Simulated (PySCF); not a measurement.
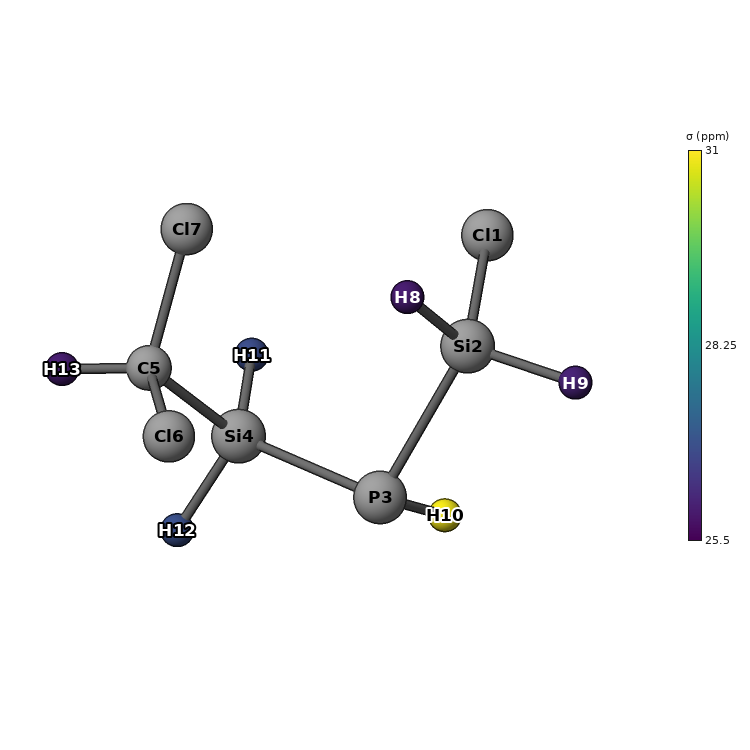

Atoms are coloured by their isotropic NMR shieldings (H only, the others grey). The geometry was computed by an optimisation with GFN2-xTB. No frequency run is at hand to confirm it as a minimum. Properties computed with GIAO PBE0/pcSseg-1 NMR shielding, non-relativistic, gas phase (PySCF 2.14.0).

Which H atom is the most shielded (lowest chemical shift)?

H10 (30.89 ppm).

Which H atom is the least shielded (highest chemical shift)?

H8 (25.95 ppm).

How wide is the range of H shifts?

4.94 ppm.

List the isotropic NMR shieldings of the H atoms.

```tsv
atom	σ (ppm)
H8	25.95
H9	26.05
H10	30.89
H11	26.80
H12	26.86
H13	25.96
```

The geometry is semi-empirical. Around P, Si such bond lengths and angles can be off by a tenth of an ångström or more and by several degrees, and values that hang on the shape move with them.
